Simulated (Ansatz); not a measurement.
BClH$_{6}$Si$_{2}$ (SMILES [SiH3][SiH2]BCl)

The calculation's input:

```
crystal:
  periodic: [false, false, false]
  atoms:
    - {symbol: Si, position_ang: [-1.288781, 0.809980, 0.628278]}
    - {symbol: Si, position_ang: [0.543972, -0.654929, 0.528775]}
    - {symbol: B, position_ang: [1.364224, -0.383289, -1.280359]}
    - {symbol: Cl, position_ang: [0.797352, -1.308034, -2.642291]}
    - {symbol: H, position_ang: [-0.833432, 2.211549, 0.425497]}
    - {symbol: H, position_ang: [-1.965035, 0.712865, 1.949473]}
    - {symbol: H, position_ang: [-2.264368, 0.466861, -0.440367]}
    - {symbol: H, position_ang: [0.051169, -2.046259, 0.722167]}
    - {symbol: H, position_ang: [1.486526, -0.304700, 1.627860]}
    - {symbol: H, position_ang: [2.191475, 0.444855, -1.516032]}
basis:
  gaussian: {orbitals: def2-TZVPP}
hamiltonian: {xc: pbe0, dispersion: d4}
output: {orbitals: {seedname: orbitals}}
```

Command:

```sh
ansatz run in.yaml --threads 2 --pin off --events-out ev --progress --plain --max-ram 4352MiB
```

Geometry: PBE0-D4/def2-TZVP.

These are results of RKS PBE0-D4/def2-TZVPP in Ansatz, not measurements.

### Predict the electron density and electron localisation function between the atoms.

B–Cl (1.74 Å): ρ is about 1.4 e/Å³ halfway; the ELF peaks at about 0.90 between the atoms: a shared but strongly polarised pair.
Si–B (2.00 Å): ρ at the midpoint is about 0.81 e/Å³; the ELF peaks at about 1 between the atoms: a shared electron pair.
B–H (1.19 Å): ρ at the midpoint is about 1.3 e/Å³; the ELF climbs to about 1 towards the hydrogen, as it does in any bond to H; a covalent bond by its length.

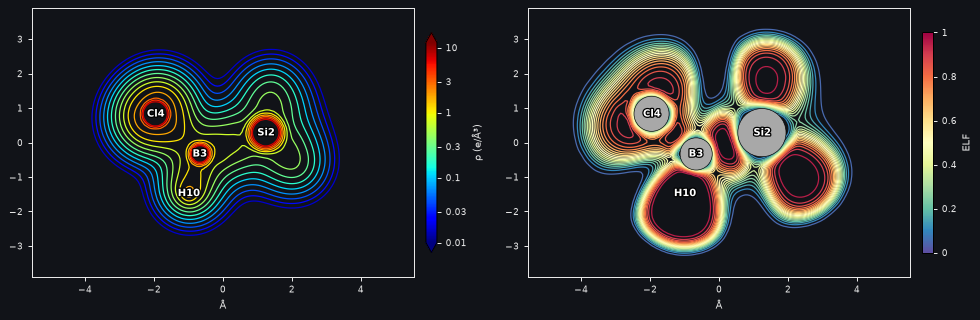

Computed electron density and electron localisation function on the plane of atoms Si2, B3 and Cl4, in this order. Grey discs cover the atomic cores in the ELF map. 
